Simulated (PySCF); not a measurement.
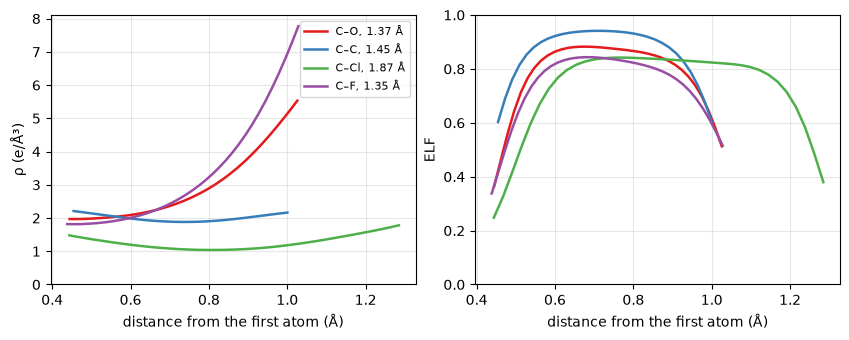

The picture shows: C4H4ClF2O (doublet). Total electron density and ELF along straight lines between neighbouring atoms. The curves leave out the atomic cores.

Geometry: GFN2-xTB.

Method: PySCF, UKS B3LYP, pcH-1 on C Cl F H O, non-relativistic, mean-field spin-orbit, GIAO.

Input file:

```
{"job": {"kind": "epr", "basis": "pcH-1"}, "charge": 0, "multiplicity": 2}
F      1.238820    -0.254204     1.670581
C      1.323087    -0.481404     0.337781
F      2.252142     0.378576    -0.126950
C     -0.026805    -0.226124    -0.320668
Cl     0.238470    -0.709597    -2.106445
C     -1.261037    -0.708858     0.279638
O     -1.878772     0.510343     0.325083
C     -0.689715     1.149983    -0.163014
H      1.685479    -1.508398     0.185789
H     -1.769839    -1.642451     0.382754
H     -0.236707     1.791586     0.593993
H     -0.873925     1.699863    -1.084569
```

Launched as:

```sh
OMP_NUM_THREADS=1 python probes_run.py task.json out
```

Compare the contacts.

C–O (1.37 Å): the density is about 2.3 e/Å³ at the midpoint, with its minimum of 2 e/Å³ about 0.5 Å from C; the ELF peaks at about 0.90 between the atoms: a shared but strongly polarised pair.
C–C (1.45 Å): the density is about 1.9 e/Å³ at the midpoint; the ELF peaks at about 0.95 between the atoms (a covalent bond).
C–Cl (1.87 Å): ρ at the midpoint is about 1.1 e/Å³; the ELF peaks at about 0.85 between the atoms, as expected for localised, covalent bonding.
C–F (1.35 Å): ρ is about 2.3 e/Å³ halfway, with its minimum of 1.8 e/Å³ about 0.5 Å from C; the ELF peaks at about 0.85 between the atoms (a polar covalent bond).
